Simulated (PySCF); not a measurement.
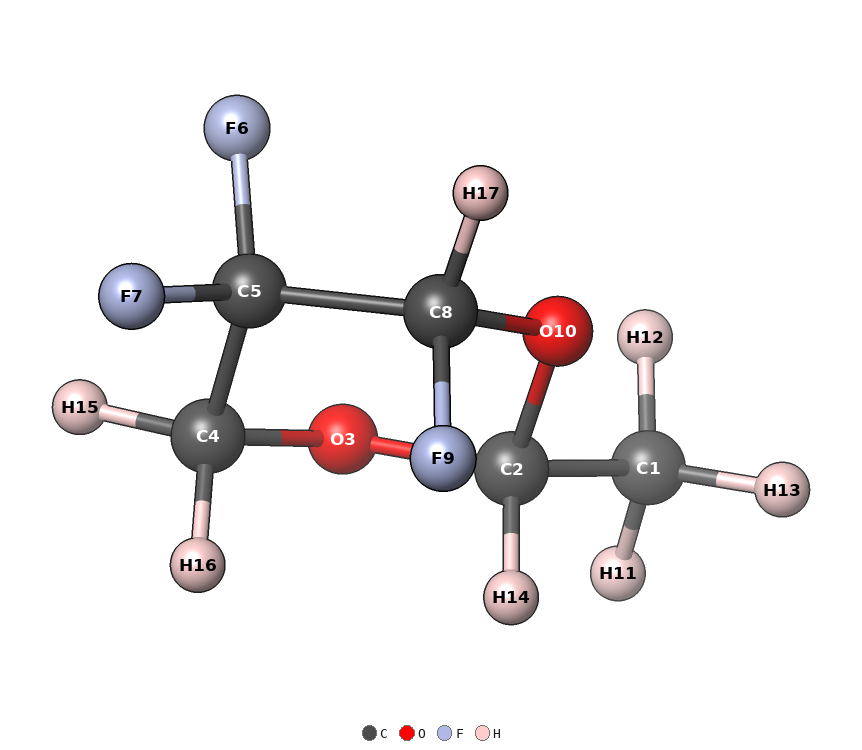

Atoms fade into the background with distance from the viewer. The geometry was computed by an optimisation with PBE0-D3(BJ)/def2-SVP. No frequency run is at hand to confirm it as a minimum.

### How is the 6-membered ring C2–O3–C4–C5–C8–O10 puckered?

It is a chair (Cremer–Pople θ = 5°, folded into 0 to 90°). The Cremer–Pople amplitude Q is 0.53 Å.

### Give the torsion angles round the ring, beginning with the bond from its second to its third atom.

58°, −52°, 49°, −52°, 58°, −61°.

### Are the substituents other than hydrogen axial or equatorial?

C1 on C2 is equatorial; F6 on C5 is axial; F7 on C5 is equatorial; F9 on C8 is axial.
